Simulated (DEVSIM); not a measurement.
Structure: abrupt Ge p-n junction, at 300 K.

```csv
layer (left to right),material,thickness (μm),Nd (cm⁻³),Na (cm⁻³),τn (s),τp (s)
1,Ge,4.10,-,5.1e17,0.00079,0.00079
2,Ge,11.0,5.2e15,-,0.00079,0.00079
```

Left contact: ohmic. Right contact: ohmic. Voltage is applied to the left contact. Recombination: SRH at mid-gap. Mobility is μmin + (μ − μmin)/(1 + (N/Nref)^α).

The device is made up for the run: typed textbook-type constants, with dimensions and the other settings drawn at random. Values at 300 K.

```csv
parameter,Ge
gap (eV),0.664
affinity (eV),4
permittivity,16
Nc (cm⁻³),1.04e19
Nv (cm⁻³),6e18
μn (cm²/Vs),3900
μp (cm²/Vs),1900
"μn,min",150
"μp,min",100
"Nref,n",2.6e17
"Nref,p",4e17
αn,0.56
αp,0.6
```

Model (solved in DEVSIM): 1D drift-diffusion, Boltzmann statistics, complete ionisation; no tunnelling, impact ionisation, image-force lowering or self-heating.

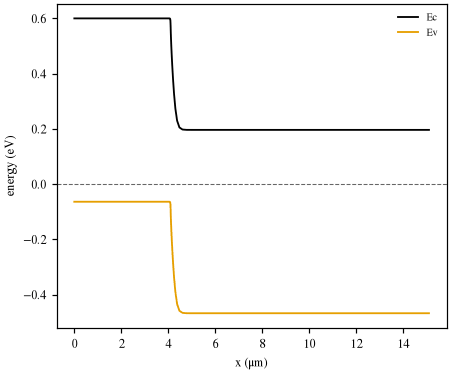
Fig. 1. Band edges at zero bias

Energies count from the Fermi level of the right contact; mesh points crowd at the junctions.

| x (μm) | Ec (eV) | Ev (eV) | n (cm⁻³) | p (cm⁻³) | field (V/cm) |
|---|---|---|---|---|---|
| 0.000 | 0.600 | -0.064 | 8.6e8 | 5.1e17 | ≈ 0 |
| 0.03238 | 0.600 | -0.064 | 8.6e8 | 5.1e17 | ≈ 0 |
| 0.1134 | 0.600 | -0.064 | 8.6e8 | 5.1e17 | ≈ 0 |
| 0.2968 | 0.600 | -0.064 | 8.6e8 | 5.1e17 | ≈ 0 |
| 0.9690 | 0.600 | -0.064 | 8.6e8 | 5.1e17 | ≈ 0 |
| 2.286 | 0.600 | -0.064 | 8.6e8 | 5.1e17 | ≈ 0 |
| 3.336 | 0.600 | -0.064 | 8.6e8 | 5.1e17 | ≈ 0 |
| 3.870 | 0.600 | -0.064 | 8.6e8 | 5.1e17 | ≈ 0 |
| 4.019 | 0.600 | -0.064 | 8.6e8 | 5.1e17 | ≈ 0 |
| 4.079 | 0.599 | -0.065 | 9.1e8 | 4.8e17 | -2400 |
| 4.105 | 0.553 | -0.111 | 5.4e9 | 8.1e16 | -29000 |
| 4.172 | 0.424 | -0.240 | 7.7e11 | 5.7e14 | -16000 |
| 4.301 | 0.274 | -0.390 | 2.6e14 | 1.7e12 | -7900 |
| 4.605 | 0.198 | -0.466 | 4.9e15 | 8.8e10 | -200 |
| 5.795 | 0.197 | -0.468 | 5.2e15 | 8.4e10 | ≈ 0 |
| 8.113 | 0.197 | -0.468 | 5.2e15 | 8.4e10 | ≈ 0 |
| 11.87 | 0.197 | -0.468 | 5.2e15 | 8.4e10 | ≈ 0 |
| 13.79 | 0.197 | -0.468 | 5.2e15 | 8.4e10 | ≈ 0 |
| 14.70 | 0.197 | -0.468 | 5.2e15 | 8.4e10 | ≈ 0 |
| 14.94 | 0.197 | -0.468 | 5.2e15 | 8.4e10 | ≈ 0 |
| 15.05 | 0.197 | -0.468 | 5.2e15 | 8.4e10 | ≈ 0 |
| 15.10 | 0.197 | -0.468 | 5.2e15 | 8.4e10 | ≈ 0 |
